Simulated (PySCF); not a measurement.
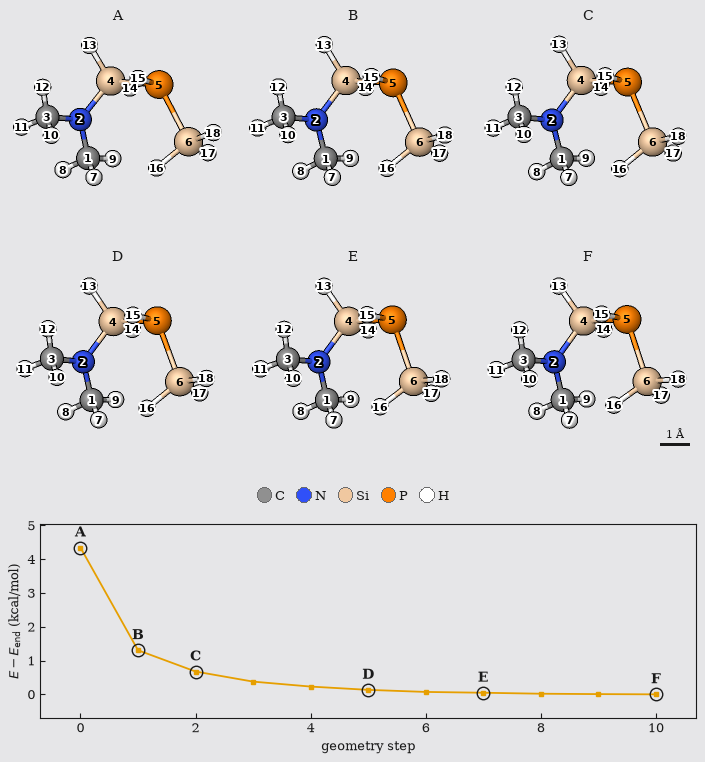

Frames of a relaxation of C2H12NPSi2 (charge +1, multiplicity 2), marked on the history of the run. The picture is a ball-and-stick view, seen at a tilt.

The start comes from GFN2-xTB.

The calculation used PySCF 2.14.0, density-fitted response routines, PBE0-D3(BJ)/def2-SVP geometry optimisation, gas phase. 

Q: What happens along the run?

A: After 10 geometry steps the energy has fallen by 4.35 kcal/mol. The atom that moves furthest after the best rigid fit is H17 (0.61 Å). By element the largest moves are H 0.61 Å, Si 0.40 Å, C 0.26 Å, P 0.24 Å, N 0.15 Å. Among the contacts that change: N2–Si4 1.726 → 1.781 Å, Si4–P5 2.303 → 2.257 Å, P5–H15 1.387 → 1.425 Å, Si6–H17 1.459 → 1.488 Å. Among the angles between lasting bonds that change: Si4–P5–Si6 121.7° → 107.1°, P5–Si4–H14 104.7° → 109.4°, H13–Si4–H14 121.6° → 117.7°. The run took 5.9 min on 1 thread of Arm Neoverse N1, with other jobs on the host. From step 0 to 1: H16 moves most (0.20 Å), energy −3.04 kcal/mol. From step 1 to 2: H16 moves most (0.09 Å), energy −0.63 kcal/mol. From step 2 to 5: H12 moves most (0.16 Å), energy −0.54 kcal/mol. From step 5 to 7: H17 moves most (0.12 Å), energy −0.09 kcal/mol. From step 7 to 10: H17 moves most (0.19 Å), energy −0.05 kcal/mol.
